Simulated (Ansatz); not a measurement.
## Where Cl_Br puts its levels in the gap of K3BrCl2 (P-3m1)

Wanted: the transition levels of a antisite in K3BrCl2 (P-3m1), from a cell of 54 host atoms with 1 Br taken out and 1 Cl put in.

Program: Ansatz 0.2.0. Level of theory: place-levels on PBEsol runs: charge-transition levels and formation energies with image-charge correction and potential alignment at the atomic sites. Results are calculated unless marked as measured.

## (1) The starting structure

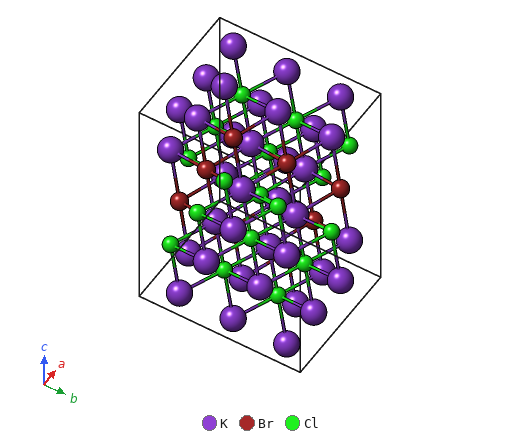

The starting structure, seen from a free direction (potassium purple, bromine red, chlorine green). Some periodic images of atoms are drawn too.

The cell holds 54 atoms: 27 K, 8 Br and 19 Cl. Its edges and angles: a = 13.448 Å, b = 13.448 Å, c = 11.001 Å, α = 90.0°, β = 90.0°, γ = 120.0°. It derives from K3BrCl2 (space group P-3m1). Nearest the centre at fractional (0.333, 0.333, 0.000): Cl28 at 0.00 Å, K9 at 3.24 Å, K20 at 3.24 Å, K27 at 3.24 Å, K26 at 3.24 Å, K3 at 3.24 Å, K2 at 3.24 Å, Br34 at 4.48 Å.

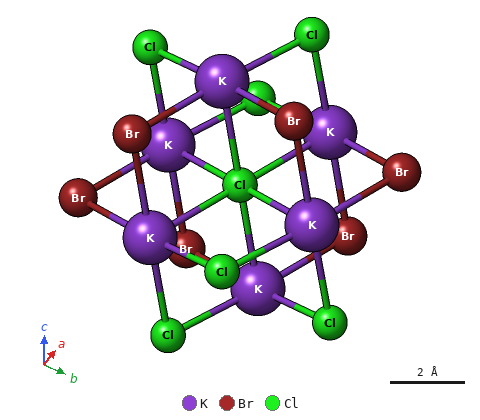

The atoms within 5 Å of the centre.

Coordinates:

```xyz
54
Lattice="13.4481 0.0000 0.0000 -6.7240 11.6464 0.0000 0.0000 0.0000 11.0008" Properties=species:S:1:pos:R:3 pbc="T T T"
K     0.0000    0.0000    5.5004
K     0.0000    2.5881    1.9516
K     2.2413    1.2940    9.0493
Br    0.0000    0.0000    0.0000
Cl    0.0000    2.5881    7.2760
Cl    2.2413    1.2940    3.7249
K    -2.2413    3.8821    5.5004
K    -2.2413    6.4702    1.9516
K     0.0000    5.1762    9.0493
Br   -2.2413    3.8821    0.0000
Cl   -2.2413    6.4702    7.2760
Cl    0.0000    5.1762    3.7249
K    -4.4827    7.7643    5.5004
K    -4.4827   10.3524    1.9516
K    -2.2413    9.0583    9.0493
Br   -4.4827    7.7643    0.0000
Cl   -4.4827   10.3524    7.2760
Cl   -2.2413    9.0583    3.7249
K     4.4827    0.0000    5.5004
K     4.4827    2.5881    1.9516
K     6.7240    1.2940    9.0493
Br    4.4827    0.0000    0.0000
Cl    4.4827    2.5881    7.2760
Cl    6.7240    1.2940    3.7249
K     2.2413    3.8821    5.5004
K     2.2413    6.4702    1.9516
K     4.4827    5.1762    9.0493
Cl    2.2413    3.8821    0.0000
Cl    2.2413    6.4702    7.2760
Cl    4.4827    5.1762    3.7249
K     0.0000    7.7643    5.5004
K     0.0000   10.3524    1.9516
K     2.2413    9.0583    9.0493
Br    0.0000    7.7643    0.0000
Cl    0.0000   10.3524    7.2760
Cl    2.2413    9.0583    3.7249
K     8.9654    0.0000    5.5004
K     8.9654    2.5881    1.9516
K    11.2067    1.2940    9.0493
Br    8.9654    0.0000    0.0000
Cl    8.9654    2.5881    7.2760
Cl   11.2067    1.2940    3.7249
K     6.7240    3.8821    5.5004
K     6.7240    6.4702    1.9516
K     8.9654    5.1762    9.0493
Br    6.7240    3.8821    0.0000
Cl    6.7240    6.4702    7.2760
Cl    8.9654    5.1762    3.7249
K     4.4827    7.7643    5.5004
K     4.4827   10.3524    1.9516
K     6.7240    9.0583    9.0493
Br    4.4827    7.7643    0.0000
Cl    4.4827   10.3524    7.2760
Cl    6.7240    9.0583    3.7249
```

Known beforehand: the electronic dielectric constant, 2.47, and the static one, 5.30, from a response run on this crystal (DFPT, PBEsol) at that run's own cell.

The cell's shortest repeat is 11.0 Å.

## (2) The runs of each charge state

A transition level is the Fermi level at which two charge states cost the same, so each charge needs its own total energy, at its own relaxed structure.

Random displacements of about 0.05 Å break the site symmetry at the start, so that the relaxation can reach a distorted minimum if there is one. Forces are taken at one point at (¼, ¼, ¼). The cell holds 1 electron more than the neutral one, with a uniform background that keeps it neutral on the whole. The electron count is odd, so at least one spin is unpaired; this run locks the moment at 1 μB.

The sampling was tested on the host first: at the k-points planned (1x1x1 shifted 0.25 0.25 0.25) its energy lies 0.000 eV an atom from the dense-mesh value, under the bound of 0.02 eV set for this test; that bounds the host's error, not the defect's.

One state's input; the others differ in charge, spin, start and seed, and in occupations where the table says so.

File qm1_M1.relax/input.yaml:

```yaml
crystal:
  lattice:
    - [4.48269932, 3.0e-08, 0.0]
    - [-2.24134968, 3.88213147, 0.0]
    - [0.0, 0.0, 11.00083486]
  atoms:
    - { symbol: K, position: [0.0, 0.0, 0.5] }
    - { symbol: K, position: [0.33333333, 0.66666667, 0.17740122] }
    - { symbol: K, position: [0.66666667, 0.33333333, 0.82259878] }
    - { symbol: Br, position: [0.0, 0.0, 0.0] }
    - { symbol: Cl, position: [0.33333333, 0.66666667, 0.6614024] }
    - { symbol: Cl, position: [0.66666667, 0.33333333, 0.3385976] }
  supercell: [3, 3, 1]
  defects: [{ substitution: { at: 27, symbol: Cl } }]
total_charge: -1
basis:
  ecutwfc: 420
  xc_grid: 2
hamiltonian:
  xc: pbesol
kpoints:
  mp_grid: { grid: [1, 1, 1], shift: [0.25, 0.25, 0.25] }
magnetization:
  spin_polarized: true
  initial_magnetization: 1
  spin_locking: { lock_magnetization: hard }
scf:
  occupations: { method: fixed }
  max_iter: 60
output:
  forces: true
  charged_corrections: { epsilon: 2.47, static_epsilon: 5.3 }
relax:
  f_tol: 0.02
  max_steps: 80
  random_displacement: { amplitude: 0.05, seed: 8444 }
checkpoint:
  write: "../qm1_M1.relax.run"
  compress: false
  write_wavefunctions: true
  write_every: 100000
```

Command:

```console
$ ansatz run input.yaml --threads 4 --pin off --max-ram 14131MiB --backend cpu --events-out ev --progress --plain --runs-dir out
```

Defect states can disperse in a cell of this size, so the energy is taken again at a 2×2×2 shifted mesh, on the relaxed structure.

The run of this state that the levels use, under PBEsol:

File qm1_M1.point/input.yaml:

```yaml
crystal:
  checkpoint: "../qm1_M1.relax.run"
  host: checkpoint
total_charge: -1
basis:
  ecutwfc: 420
  xc_grid: 2
hamiltonian:
  xc: pbesol
kpoints:
  mp_grid: { grid: [2, 2, 2], shift: [0.5, 0.5, 0.5] }
magnetization:
  spin_polarized: true
  initial_magnetization: 1
  spin_locking: { lock_magnetization: hard }
scf:
  occupations: { method: fermi_dirac, width: 0.01 }
  max_iter: 60
output:
  forces: true
  eigenvalues: true
  charged_corrections:
    epsilon: 2.47
    static_epsilon: 5.3
    defect_position: [0.333333, 0.333333, 0.0]
  eigenstates: { localisation: true }
  populations: true
  efg: {}
  band_densities: [{ bands: [v1, v1] }, { bands: [c1, c1] }]
  write_density: true
  write_potential: true
  volumetric_format: npy
checkpoint:
  read: "../qm1_M1.relax.run"
  write: "../qm1_M1.point.run"
  compress: false
  write_wavefunctions: false
  write_every: 100000
```

Relaxations under PBEsol at one point at (¼, ¼, ¼); times on 4 threads of Arm Neoverse V1, shared host:

| charge | moment (μB) | occupations | outcome | steps | largest displacement against the far atoms (Å) | time |
| --- | --- | --- | --- | --- | --- | --- |
| −1 | 1 | fixed | converged | 3 | 0.08 | 2.2 min |
| 0 | 0 | fixed | converged | 3 | 0.07 | 66 s |
| +1 | 1 | fixed | converged | 4 | 0.08 | 3.9 min |

Single points under PBEsol at a 2×2×2 shifted mesh; times on 4 threads of Arm Neoverse V1, shared host:

| charge | moment (μB) | occupations | outcome | time |
| --- | --- | --- | --- | --- |
| −1 | 1 | fermi-dirac | converged | 6.3 min |
| 0 | 0 | fermi-dirac | converged | 2.7 min |
| +1 | 1 | fermi-dirac | converged | 6.7 min |

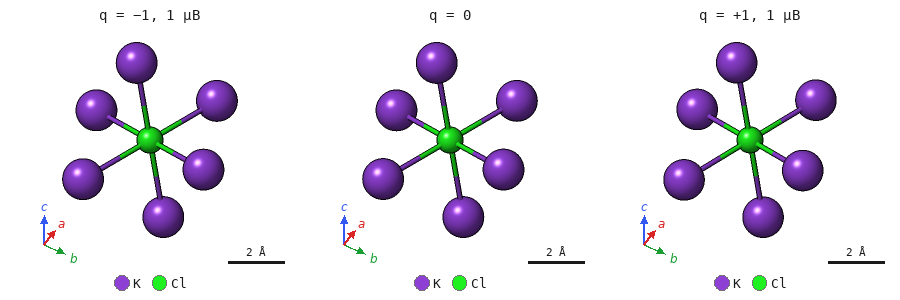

The structures near the centre after relaxation with PBEsol, by charge.

Distances (Å) from Cl28 to the nearest atoms after relaxation with PBEsol:

| charge | moment (μB) | 1. | 2. | 3. | 4. | 5. | 6. |
| --- | --- | --- | --- | --- | --- | --- | --- |
| −1 | 1 | K 3.17 | K 3.17 | K 3.17 | K 3.17 | K 3.17 | K 3.17 |
| 0 | 0 | K 3.17 | K 3.17 | K 3.17 | K 3.17 | K 3.17 | K 3.17 |
| +1 | 1 | K 3.17 | K 3.17 | K 3.17 | K 3.18 | K 3.18 | K 3.18 |

## (3) Levels against the band edges, PBEsol

A charged cell interacts with its images and the background, and its potential has another zero than the host's. place-levels removes the first by a point-charge model, screened by the static dielectric constant since the ions have relaxed around the charge, and the second by comparing potentials at atoms far from the defect.

The host is a run of the defect-free crystal in the same cutoffs, grids and k-points, so that basis and sampling errors cancel in part in the differences. The host is run in a cell of 6 atoms on a matching mesh. Its band edges are searched through the zone by a band path, so the gap is smaller than, or equal to, that on the mesh. Chemical potentials are energies per atom of Br (solid Br2 (Cmce)) and Cl (Cl2 molecule), run with the same functional and cutoff.

File levels.point.yaml:

```yaml
host:
  run: host.point.run
states: [qm1_M1.point.run, q0.point.run, qp1_M1.point.run]
geometry_from:
  qm1_M1.point.run: qm1_M1.relax.run
  q0.point.run: q0.relax.run
  qp1_M1.point.run: qp1_M1.relax.run
  host.point.run: host.relax.run
chemical_potentials:
  Br:
    energy: -2736.47272
    dataset: "<sha256 of the dataset>"
  Cl:
    energy: -1060.711994
    dataset: "<sha256 of the dataset>"
epsilon: 2.47
static_epsilon: 5.3
vertical:
  - { from: qm1_M1.point.run, to: qm1_M1.point_neutral.run }
  - { from: qp1_M1.point.run, to: qp1_M1.point_neutral.run }
```

Command:

```console
$ ansatz place-levels levels.point.yaml -- --threads 4 --pin off --max-ram 14131MiB
```

Numbers of over 12 decimals in the logs are rounded to 6 here.

Output:

```text
[... repeated set-up lines and file paths are left out, and long positions are rounded to six places ...]
(+1/0) 0.000 eV above the valence edge (-0.399 eV without the band-filling correction), 4.541 eV under the conduction edge
(0/-1) 4.592 eV above the valence edge (+5.175 eV without the band-filling correction), in the conduction band
formation energy of charge +1: -0.511 eV with the Fermi level at the valence edge
formation energy of charge 0: -0.511 eV with the Fermi level at the valence edge
formation energy of charge -1: +4.081 eV with the Fermi level at the valence edge
vertical -1 to 0: no energy, since no alignment is typed
  the change from vertical[0].from (qm1_M1.point.run) to vertical[0].to (qm1_M1.point_neutral.run): by its potential at epsilon 2.47 it is spread over the cell along a vector, with an rms radius of about 9.2 Å (5.6 5.6 4.6 Å across the planes of the cell's [...]
vertical +1 to 0: no energy, since no alignment is typed
  the change from vertical[1].from (qp1_M1.point.run) to vertical[1].to (qp1_M1.point_neutral.run): by its potential at epsilon 2.47 it stands at 0.833 0.834 1.000, with an rms radius of about 5.4 Å (3.8 3.8 0.4 Å across the planes of the cell's vectors); [...]
  edges by pbesol, gap 4.541 eV; the host is sampled to repeats of 26.90 Å
  the defect's cells are sampled to repeats of 26.90 Å, like sampling
  charge +1: -83082.7257 eV with its correction of +0.225 eV, at epsilon 5.3, aligned at sites: -0.0971 eV, mean over 35 atomic sites at or beyond 5.50 Å from the defect at [0.3333, 0.3333, 0.0000], with +0.015399 for the charge's moments and without [...]
  states[2] (qp1_M1.point.run): levels filled in part (TS 0.007 eV): its energy is of no whole electron's
  charge 0: +0.000 eV for its dipole among its images, +0.000 omitted
  charge -1: -83075.3113 eV with its correction of +0.254 eV, at epsilon 5.3, aligned at sites: +0.0689 eV, mean over 35 atomic sites at or beyond 5.50 Å from the defect at [0.3333, 0.3333, 0.0000], with +0.000000 for the charge's moments and without [...]
  of states[2] (qp1_M1.point.run): it parts from the run at its places by a charge that spreads by about 3.8 Å along one vector (2 Å or more is wide), by its potential at epsilon 2.47, taken for that of held ions (one typed too small widens it), where the [...]
  of states[1] (q0.point.run): its displacements don't fall off away from the defect: farther atoms stand 0.011 Å off the host's places. [...]
  of states[0] (qm1_M1.point.run): it parts from the run at its places by a charge that spreads by about 5.6 Å along one vector (2 Å or more is wide), by its potential at epsilon 2.47, taken for that of held ions (one typed too small widens it), where the [...]
  of vertical[0].from (qm1_M1.point.run): its displacements don't fall off away from the defect: farther atoms stand 0.012 Å off the host's places. [...]
  of vertical[0].to (qm1_M1.point_neutral.run): its displacements don't fall off away from the defect: farther atoms stand 0.012 Å off the host's places. [...]
  vertical[1].from (qp1_M1.point.run): levels filled in part (TS 0.007 eV): its energy is of no whole electron's
  of vertical[1].from (qp1_M1.point.run): its displacements don't fall off away from the defect: farther atoms stand 0.06 Å off the host's places. [...]
  of vertical[1].to (qp1_M1.point_neutral.run): its displacements don't fall off away from the defect: farther atoms stand 0.06 Å off the host's places. [...]
```

It took 0.31 s on 4 threads of Arm Neoverse V1, shared host.

Levels between the charges placed, in eV above the valence top:

|  | gap (eV) | (+1/0) | (0/−1) |
| --- | --- | --- | --- |
| PBEsol | 4.54 | 0.00 | 4.59 |

Corrections by state:

| charge | moment (μB) | image terms and alignment (eV) | band filling (eV) | ε used | over the lowest of its charge, as the program ranks them, band filling apart (eV) |
| --- | --- | --- | --- | --- | --- |
| +1 | 1.0 | 0.225 | -0.399 | 5.30 | 0.000 |
| 0 | 0.0 | 0.000 | - | - | 0.000 |
| −1 | 1.0 | 0.254 | -0.583 | 5.30 | 0.000 |

The charged structures listed were also run neutral, and place-levels reads from each pair, by the potential or the spins, how wide the charge is by which they differ; that can be the carrier of either run.

| charge | rms radius (Å) | spread where it is widest against the cell (Å) | wide from (Å) | reading |
| --- | --- | --- | --- | --- |
| +1 | 5.4 | 3.81 | 2.02 | wide |
| −1 | 9.2 | 5.63 | 2.02 | wide |

The neutral runs of these pairs need not share the spin of the lowest neutral state, and very wide values only mean spread over the cell.

From the program's caveats on the states, each cut to its opening words:

- charge +1 (1 μB): it parts from the run at its places by a charge that spreads by about 3.8 Å along one vector (2 Å or more is wide), by its potential at epsilon 2.47, taken for [...]
- charge +1 (1 μB): a band-filling correction moves a carrier to the host's band edge, which changes its energy by -0.399 eV
- charge +1 (1 μB): its alignment with the host at atomic sites is doubtful: the mean over the far sites moves by +0.0660 eV from their farther parts to their nearer, more than [...]
- charge +1 (1 μB): its displacements don't fall off away from the defect: farther atoms stand 0.06 Å off the host's places
- charge 0: its displacements don't fall off away from the defect: farther atoms stand 0.011 Å off the host's places
- charge −1 (1 μB): it parts from the run at its places by a charge that spreads by about 5.6 Å along one vector (2 Å or more is wide), by its potential at epsilon 2.47, taken for [...]
- charge −1 (1 μB): a band-filling correction moves a carrier to the host's band edge, which changes its energy by -0.583 eV
- charge −1 (1 μB): its displacements don't fall off away from the defect: farther atoms stand 0.012 Å off the host's places
- charge −1 (1 μB): its moments are held at its close (magnetization.spin_locking), by a field of 0.104 eV a Bohr magneton, and its energy and levels are of the state that this [...]

Formation energies (eV), elemental references (Δμ(Br) = 0.00 eV, Δμ(Cl) = 0.00 eV):

| charge | Fermi level at the valence top | at the conduction bottom |
| --- | --- | --- |
| +1 | -0.51 | 4.03 |
| 0 | -0.51 | -0.51 |
| −1 | 4.08 | -0.46 |

## (4) The same at the relaxations' own k-points

The relaxations' own energies give the levels at their sampling, for comparison.

File levels.relax_mesh.yaml:

```yaml
host:
  run: host.relax.run
states: [qm1_M1.relax.run, q0.relax.run, qp1_M1.relax.run]
chemical_potentials:
  Br:
    energy: -2736.47272
    dataset: "<sha256 of the dataset>"
  Cl:
    energy: -1060.711994
    dataset: "<sha256 of the dataset>"
```

Command:

```console
$ ansatz place-levels levels.relax_mesh.yaml -- --threads 4 --pin off --max-ram 14131MiB
```

Output:

```text
[...]
formation energy of charge +1: -0.510 eV with the Fermi level at the valence edge
formation energy of charge 0: -0.510 eV with the Fermi level at the valence edge
formation energy of charge -1: +4.083 eV with the Fermi level at the valence edge
  edges by pbesol, gap 4.542 eV; the host is sampled to repeats of 17.37 Å
[... the lines on each state left out ...]
```

It took 0.09 s on 4 threads.

Levels between neighbouring charges, in eV above the valence top:

|  | gap (eV) | (+1/0) | (0/−1) |
| --- | --- | --- | --- |
| one point at (¼, ¼, ¼) | 4.54 | 0.00 | 4.59 |
| a 2×2×2 shifted mesh | 4.54 | 0.00 | 4.59 |

Going from one point at (¼, ¼, ¼) to a 2×2×2 shifted mesh moves formation energies against the elements by up to 0.00 eV; band-filling terms, which differ between samplings, are in these energies.

## (5) Outcome

```
gap of the host                                                             : 4.54 eV (PBEsol)
level (plus 1/0)                                                            : 0.00 eV above the valence top (-0.40 eV above the valence top without the band-filling term)
level (0/minus 1)                                                           : 4.59 eV above the valence top, past the conduction bottom (5.18 eV above the valence top without the band-filling term)
lowest of the charges placed, just above the valence top (0.02 eV)          : 0
lowest of the charges placed, just below the conduction bottom (0.02 eV)    : 0
lowest formation energy at mid-gap of the charges run, elemental references : -0.51 eV
```

Of the charges placed (−1, 0 and +1), 0 is the lowest from 0.02 eV above the valence top to 0.02 eV below the conduction bottom, a gap of 4.54 eV. States placed: +1 at 1 μB; 0 at 0 μB; −1 at 1 μB. Other spin states or structures, where not listed, weren't placed. The program finds carriers beyond a band edge of the host and adds a band-filling term at charge −1 (-0.58 eV) and +1 (-0.40 eV); steps to such a charge show no bound level, and a defect level inside a band would be read the same way. The lowest formation energy (elemental references) is negative across the gap, so the defect would form by itself: these chemical potentials lie beyond what competing compounds allow, or the host is unstable against it. Going from one point at (¼, ¼, ¼) to a 2×2×2 shifted mesh moves formation energies against the elements by up to 0.00 eV; band-filling terms, which differ between samplings, are in these energies. The program doubts the alignment of potentials for at least one state, a sign that the cell is small. What this leaves open: PBEsol makes the gap too small and tends to spread out bound carriers; where a gas molecule sets a chemical potential or the host's formation energy, its binding is uncorrected.

[Logs are printed without paths, hosts, clocks, repeated set-up lines and the standing remarks that a program may print on its own settings, such as how far it seeks lower states.]

[Hosts, paths, dates, database ids (printed as entryN), source tags and the programs' standing remarks are cut or masked in the printed files.]

[Where a table of states has a column of steps, it counts the stored structures, which are thinned; the runs took as many ionic steps or more.]

[A defect's name tells the site on which it was built; relaxed atoms can leave that site.]

[For some hosts the program warned that the k-mesh of the response run may be too coarse for force constants and the static dielectric constant; such warnings are not shown here.]
